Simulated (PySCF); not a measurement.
# C$_{2}$HFS, SMILES `FC=C=S`: electronic structure

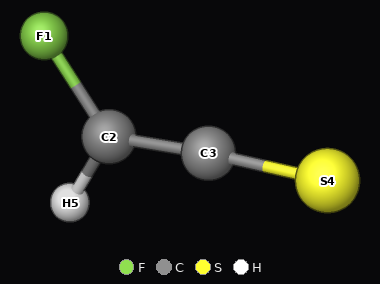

The molecule, with its atoms numbered as below. No frequency check shows the geometry to be a minimum.

Cartesian coordinates (Å):

```
F1       2.1261   -0.4264    0.0000
C2       1.1317    0.4873    0.0000
C3      -0.1345    0.1763    0.0000
S4      -1.6631   -0.1032    0.0000
H5       1.4922    1.5069    0.0000
```

Part 1: Bonding charge

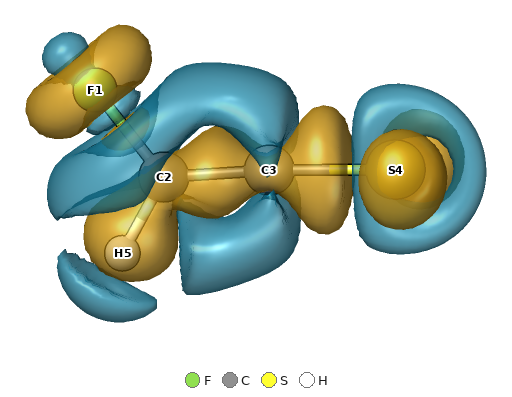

Deformation density (molecule less spherical, spin-averaged free atoms at the same positions), surfaces at ±0.04 e/Å³; yellow: gain, teal: loss.

PySCF calculation, B3LYP/def2-SVPD, gas phase; geometry: GFN2-xTB.

Describe the bonding that the map shows.

Answer. C2–H5: +0.75 e/Å³ at the bond critical point (bond length 1.08 Å). C2–C3: +0.72 e/Å³ at the bond critical point (bond length 1.30 Å). C3–S4: +0.07 e/Å³ at the bond critical point (bond length 1.55 Å); up to 0.6 Å beside the axis the gain reaches +0.56 e/Å³. F1–C2: −0.03 e/Å³ at the bond critical point (bond length 1.35 Å); up to 0.6 Å beside the axis the gain reaches +0.22 e/Å³. In all, 1.3 electrons gather in the regions of gain relative to the promolecule. A small or negative value marks a very polar bond, one between electron-rich atoms, whose free-atom densities already overlap strongly, a long bond to a heavier atom, or a closed-shell contact such as a hydrogen bond.

Part 2: Bond critical points

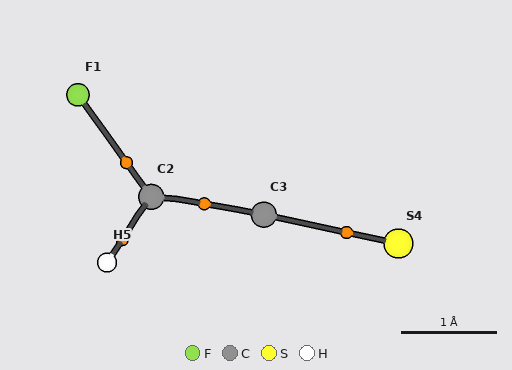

Molecular graph of the electron density (QTAIM): bond paths, bond critical points (orange), ring points (yellow, if any); weak paths are dashed.

How many critical points of each kind are there, and does the count close?

Answer. 5 nuclei, 4 bond, 0 ring and 0 cage critical points: 5 − 4 + 0 − 0 = 1, as the Poincaré–Hopf relation requires.

Give the properties at the bond critical points.

Answer.
| bond | length (Å) | ρ (a.u.) | ∇²ρ (a.u.) | ε | H (a.u.) |
| --- | --- | --- | --- | --- | --- |
| C2–C3 | 1.304 | 0.352 | −0.98 | 0.64 | −0.404 |
| C2–H5 | 1.081 | 0.286 | −1.14 | 0.08 | −0.320 |
| F1–C2 | 1.350 | 0.249 | +0.14 | 0.11 | −0.348 |
| C3–S4 | 1.554 | 0.243 | +0.68 | 0.02 | −0.272 |

What kind of interaction is F1–C2?

Answer. Polar or intermediate (positive Laplacian, negative energy density H): ρ = 0.249, ∇²ρ = +0.14, H = −0.348 a.u.

Part 3: Electrostatic potential

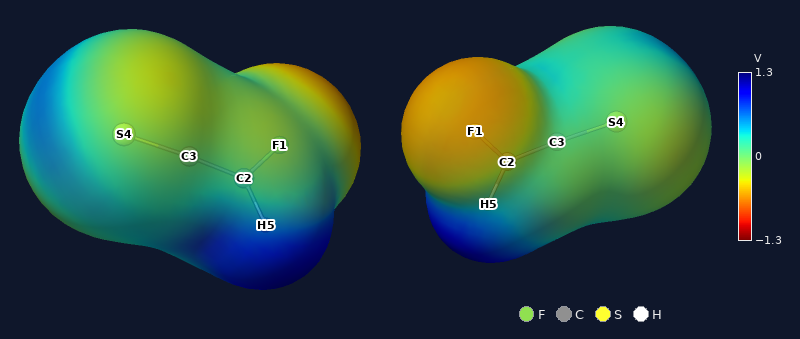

Electrostatic potential on the surface of electron density 0.001 a.u. (back view left, front view right).

Where are the extremes of the potential on the surface?

Answer. Highest: 1.23 V, 1.3 Å from H5. Further maxima include 0.62 V, 2.0 Å from S4; 0.37 V, 1.9 Å from C3. Lowest: −0.61 V, 1.6 Å from F1, and at like points elsewhere. Further minima include −0.37 V, off the molecular plane, over S4 (2.3 Å), and at like points elsewhere. The surface is sampled at points, so like sites can differ by a few per cent and only the strongest of them is named.

Part 4: Removing or adding an electron

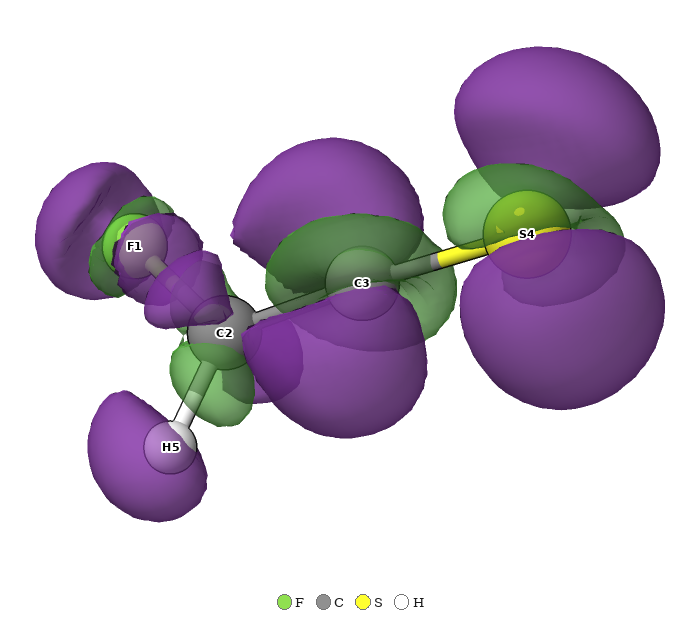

Fukui function f⁺ = ρ(N+1) − ρ(N) at fixed geometry, surfaces at ±0.03 e/Å³ (purple positive, green negative).

PySCF calculation, r2SCAN/6-31G*, gas phase; geometry: GFN2-xTB. This is a single-reference result, which may miss multireference character in this system.

On which atoms does the density change most on addition of an electron?

Answer. f⁺ (Hirshfeld-condensed) is largest on S4 (0.49); the vertical electron affinity is 0.56 eV (the stability of the anion's solution wasn't checked; the anion's highest orbital has positive energy, so this value and f⁺ depend on the basis). Condensed values hint at sites of nucleophilic attack but needn't mark the atom that reacts. Orbital relaxation makes it negative in places (0.17 e in all).

Part 5: Localised orbitals

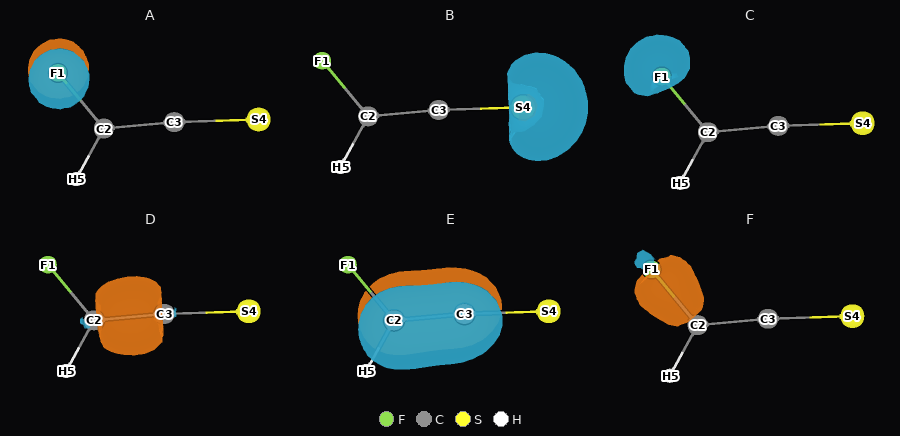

Intrinsic bond orbitals (IBO), occupied; each surface holds about 70 % of the orbital's density. Energies are diagonal elements of the Fock matrix.

PySCF calculation, r2SCAN/aug-cc-pVDZ, gas phase; geometry: GFN2-xTB.

Identify each orbital.

Answer. By panel:
- A: lone pair on F1 (p-type) (F1 96 %; −11.0 eV)
- B: lone pair on S4 (s-type) (S4 100 %; −14.6 eV)
- C: lone pair on F1 (sp0.4-type) (F1 100 %; −23.7 eV)
- D: σ bond C3–C2 (C3 52 %, C2 48 %; −19.1 eV)
- E: π bond C2–C3 (C2 51 %, C3 49 %; −8.5 eV)
- F: σ bond F1–C2 (F1 69 %, C2 31 %; −23.5 eV)

Part 6: The π system

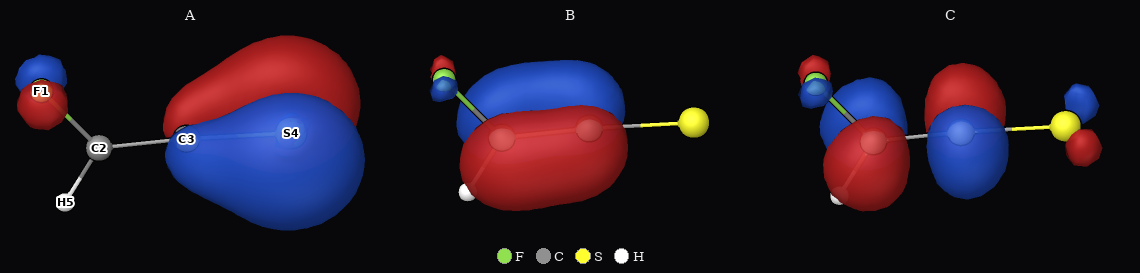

Natural orbitals of the π active space, CASSCF(4,3), singlet state, in order of falling occupation.

Method: 6-31+G* basis; geometry: GFN2-xTB; program: PySCF.

What are the natural occupation numbers?

Answer. A 2.00, B 1.93, C 0.07.

How multiconfigurational is the state?

Answer. The leading determinant weighs 0.96; the effective number of unpaired electrons, Σ n²(2−n)², is 0.04; the most occupied of the weakly occupied orbitals holds 0.07 e, as in an ordinary closed-shell π system. The active space lowers the energy by 0.71 eV against Hartree–Fock.

Where does the lowest triplet lie relative to the singlet, at this geometry and within this active space?

Answer. 4.33 eV above it by strongly contracted NEVPT2 (+4.62 eV by CASSCF); a small basis tends to put such gaps a few tenths of an eV too high. This is a vertical energy for π states alone; a state that uses lone pairs or σ orbitals may lie lower.

The PySCF runs shown took 11 s, 3.1 min, 21 s and 78 s on 1 thread of Arm Neoverse N1, with other jobs on the host.
